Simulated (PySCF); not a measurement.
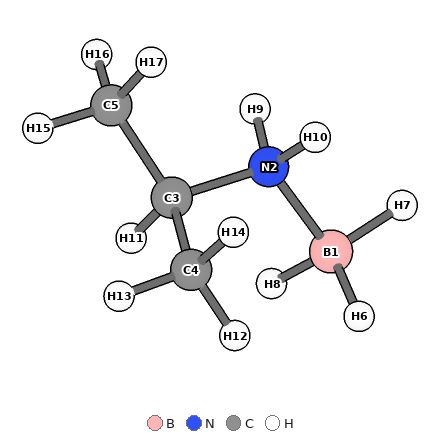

C₃H₁₂BN, SMILES [BH3-][NH2+]C(C)C. Vertical core-electron binding energies by ΔSCF (SCAN, pcX-2 on the ionised atom, pcseg-1 elsewhere, spin-free X2C; PySCF 2.14.0, at a PBE0-D3(BJ)/def2-SVP geometry (no frequency check)), gas phase, against the vacuum level. One atom of each kind was ionised; within a panel, areas follow the number of like atoms, each panel is scaled alone, Gaussians of 1.0 eV full width. Only the regions named are shown.

Q: Predict the C 1s, N 1s and B 1s photoelectron lines.

A:
```tsv
level	atoms	binding energy (eV)
C 1s	C3	292.3
C 1s	C4, C5	291.1
N 1s	N2	407.1
B 1s	B1	193.5
```

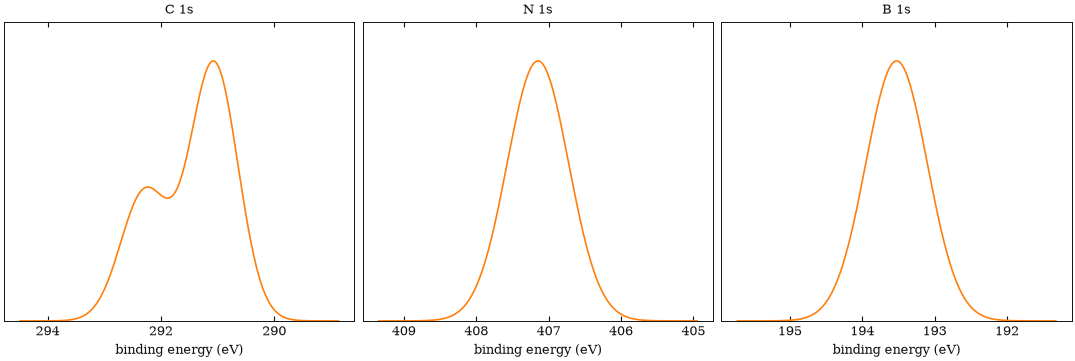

Note: one conformer of a flexible molecule.
